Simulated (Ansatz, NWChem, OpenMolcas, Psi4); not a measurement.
# Abstraction of F: SiHF + SnH3 → SiH + SnH3F

Gas-phase species: SiHF `F[SiH]`, singlet; SnH3 `[SnH3]`, doublet; SiH, doublet; SnH3F `[F][SnH3]`, singlet. A radical takes F: the energy is the difference in strength between the Si–F bond broken and the Sn–F bond made.

Shapes, held fixed at every level: PBE0-D4/def2-TZVP. Programs: Ansatz 0.2.0, NWChem 7.3.0, OpenMolcas 26.06. A level may come from different programs for different species; with the same settings they agree closely. Electronic energies: no zero-point or thermal term.

```tsv
level	kind	ΔE (kJ/mol)
HF/STO-3G	Hartree–Fock	+76.4
HF/3-21G	Hartree–Fock	+32.2
HF/def2-SVP	Hartree–Fock	+85.7
PBE0/STO-3G	global hybrid	+125.1
PBE0/def2-SVP	global hybrid	+104.2
```

PBE0/def2-SVP gives ΔE = +104.2 kJ/mol; the levels span +32.2 to +125.1. The median of the levels is +85.7. No measured value is set beside it here. Open shells run unrestricted. For atoms past krypton def2 sets carry core potentials with scalar relativity. All-electron rows are non-relativistic unless named. Rows in sets without polarisation functions are far from converged.

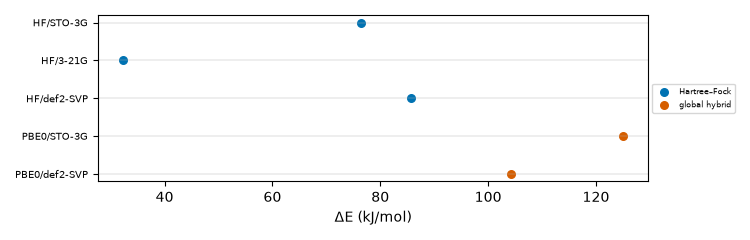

The values of the table, level by level.
